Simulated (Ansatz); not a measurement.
Consider ZnSe in the zinc blende structure (space group F-43m, No. 216; a = 5.6656 Å).

One thing is altered: every lattice vector is shortened by 3.00 %, atoms relaxed at fixed cell.

Level of theory: DFT with r2SCAN, PAW potentials and a 500 eV plane-wave cutoff in Ansatz (a quantum-chemistry and plane-wave program), scalar-relativistic without spin-orbit coupling.

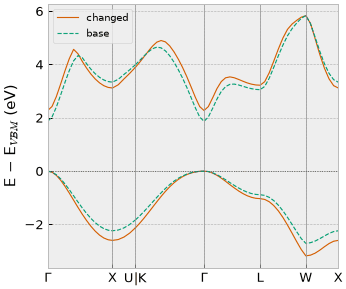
Figure. Highest valence and lowest conduction band along the path, each from its own valence-band maximum

The gap is 2.27 eV, direct at Γ; the base has 1.87 eV.

The cells carry an imposed strain or load. No phonon test of stability was made.
